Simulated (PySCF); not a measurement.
# Ta: dipole response in aug-cc-pwCVQZ-PP with ECP60

Aim: the static polarisability and the C₆ coefficient of Ta, method by method.

The numbers are computed with PySCF 2.14.0 (unrestricted determinants in a Gaussian basis, no spin-orbit coupling in the energies), except any that are marked as measured or tabulated.

## 1. What is computed

* Element: tantalum (Z = 73)
* Basis: aug-cc-pwCVQZ-PP with ECP60MDF (9s9p8d5f4g3h, 180 functions)
* Hamiltonian: a scalar-relativistic core potential
* State 1: Ta: [Xe] 4f14 5d3 6s2, high-spin 4F determinant
* Methods: PBE0

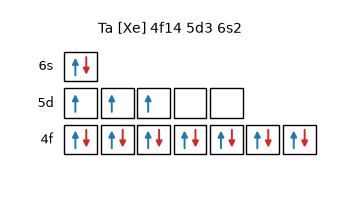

The shells outside the core, filled by Hund's rule for the drawing.

One driver process ran all states and methods and kept the integrals in memory. Each run is shown as a PySCF script that sums up its settings (the driver passes frozen orbitals as a list and adds second-order terms of double hybrids); the logs are those of the runs themselves. The driver starts from symmetry-adapted Hartree-Fock orbitals, holds the occupation by maximum overlap and uses a logarithmic radial grid for functionals, so a plain start would take other cycles.

The driver's launch:

```
OMP_NUM_THREADS=2 python atomrun2.py TASK.json OUT
```

The integrals over 180 functions and the set-up took 12 s of CPU time.

## 2. Ta, at PBE0

**PBE0**

Contents of input.py:

```python
from pyscf import gto, scf, dft, mp, cc
import basis_set_exchange as bse
txt = bse.get_basis("aug-cc-pwCVQZ-PP", elements=["Ta"], fmt="nwchem", header=False)
cut = txt.index("\nECP")
mol = gto.M(atom="Ta 0 0 0", charge=0, spin=3, symmetry="D2h",
            basis=gto.basis.parse(txt[:cut]),
            ecp={"Ta": gto.basis.parse_ecp(txt[cut:])})
mf = dft.UKS(mol, xc="PBE0")
mf.irrep_nelec = {'Ag': (2, 2), 'B1g': (1, 0), 'B2g': (1, 0), 'B3g': (1, 0), 'B1u': (1, 1), 'B2u': (1, 1), 'B3u': (1, 1)}
mf.kernel()
```

Output:

```text
damping factor = 0
level_shift factor = 0
DIIS = <class 'pyscf.scf.diis.CDIIS'>
diis_start_cycle = 1
diis_space = 10
diis_damp = 0
SCF conv_tol = 1e-09
SCF conv_tol_grad = None
number electrons alpha = 8  beta = 5
XC functionals = PBE0
    C. Adamo and V. Barone.,  J. Chem. Phys. 110, 6158 (1999)
    M. Ernzerhof and G. E. Scuseria.,  J. Chem. Phys. 110, 5029 (1999)
cycle= 1 E= -57.2791949572656  delta_E= -0.00694  |g|= 0.0184  |ddm|= 0.451
cycle= 2 E= -57.2794928797375  delta_E= -0.000298  |g|= 0.0113  |ddm|= 0.0474
cycle= 3 E= -57.2795558548053  delta_E= -6.3e-05  |g|= 0.00144  |ddm|= 0.0128
cycle= 4 E= -57.2795597401525  delta_E= -3.89e-06  |g|= 0.000139  |ddm|= 0.00613
cycle= 5 E= -57.279559771797  delta_E= -3.16e-08  |g|= 7.22e-06  |ddm|= 0.00061
cycle= 6 E= -57.2795597718794  delta_E= -8.24e-11  |g|= 9.59e-07  |ddm|= 3.27e-05
converged SCF energy = -57.2795597718794  <S^2> = 3.7585265  2S+1 = 4.004261
```

Time after the integrals: 3.9 min (2 threads of Neoverse-V1, shared host).

Orbital energies by shell (radii are means over both spins):

```csv
shell,electrons,mean orbital energy (eV),spread (eV),rms radius (bohr)
5s α,1,-76.002,0,1.19
5s β,1,-74.561,0,1.19
5p α,3,-42.140,0,1.40
5p β,3,-40.043,0,1.40
6s α,1,-6.364,0,3.63
5d α,3,-5.676,0,2.41
6s β,1,-5.176,0,3.63
```

⟨S²⟩ = 3.759, ⟨L²⟩ = 12.02.

The driver then solved the coupled dipole response at imaginary frequencies: mean α = 86.87 bohr³, C₆ = 1126 au for a like pair.

Energies and moments cover only the electrons outside the core potential. Spin-orbit coupling, absent here, splits the open shell strongly.

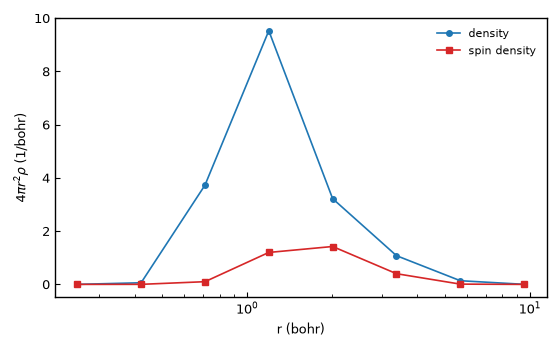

Radial density 4πr²ρ of Ta at PBE0, the electrons outside the core potential, at 8 stored radii joined by straight lines.

## 3. Polarisabilities and C₆

Ta, in atomic units:

```csv
method,mean α,C₆ (like pair),S(−4)
PBE0,86.87,1126,2984
```

Reference α: 74 ± 20 bohr³ (recommended; Schwerdtfeger and Nagle, table of static dipole polarizabilities (2023 update)). Published C₆: 887.0 (Gould and Bucko (2016)).

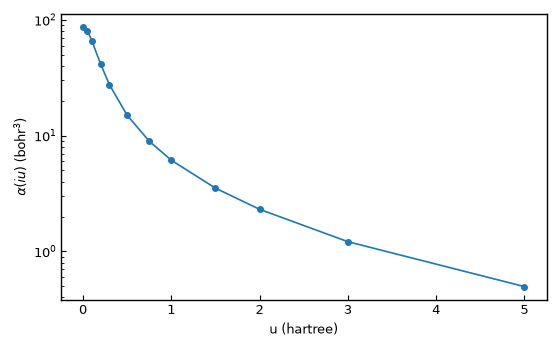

α(iu) of Ta, the polarisability at imaginary frequency, on a logarithmic scale.

## 4. Summary of results

| quantity | value |
| --- | --- |
| α of Ta | 86.87 (PBE0) bohr³; reference 74.00 |

**Reading.** For Ta PBE0 differs from the reference by +17 %. The basis is finite, and no extrapolation was made.
